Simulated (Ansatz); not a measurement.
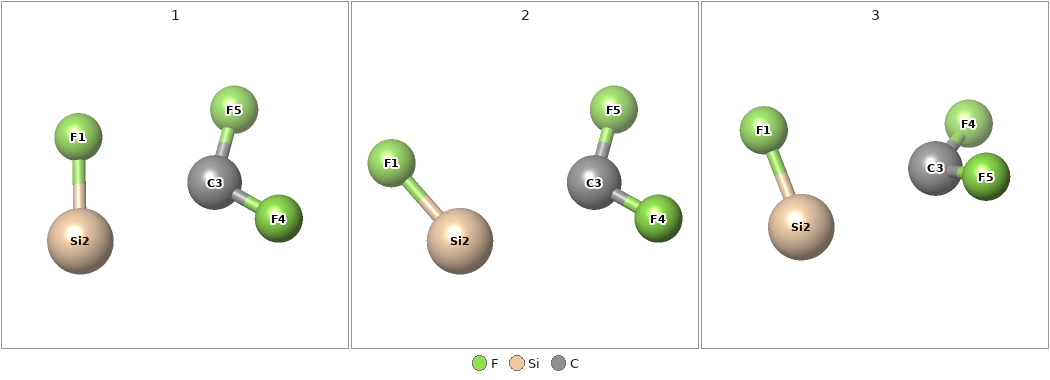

CF₃Si, charge +1. The first coordinate is: angle F1–Si2–C3; the second: dihedral F1–Si2–C3–F4. Nothing is relaxed (all other coordinates rigid). The scan uses a 15 × 15 grid. Energies are in kJ/mol, from the lowest grid point. Computed with Ansatz 0.2.0, RKS CAM-B3LYP-D4/def2-SVP.

The numbered pictures are structures from this grid.

**Which is the most stable, and how do the others follow?**

3, at angle F1–Si2–C3 = 87.8°, dihedral F1–Si2–C3–F4 = −60°: 0.47 kJ/mol; 2, at angle F1–Si2–C3 = 107.8°, dihedral F1–Si2–C3–F4 = 156°: 26 kJ/mol; 1, at angle F1–Si2–C3 = 67.8°, dihedral F1–Si2–C3–F4 = 156°: 48 kJ/mol.

The map, with the structures marked:

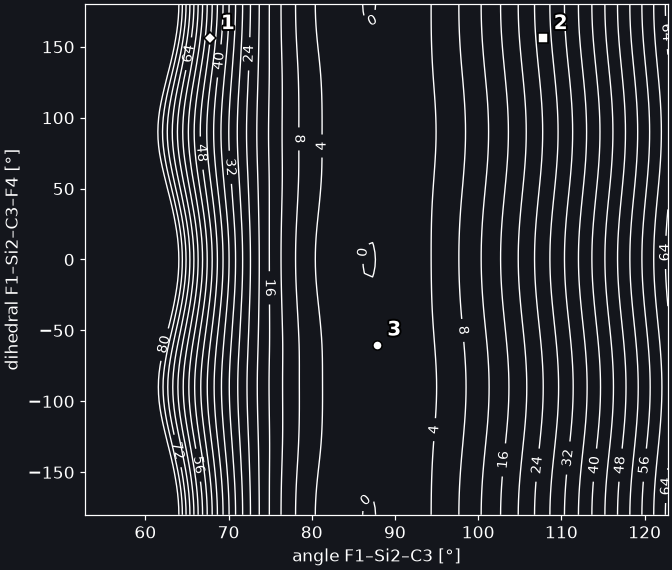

The picture shows contour lines labelled in kJ/mol (none above 80). Between grid points the surface is interpolated.
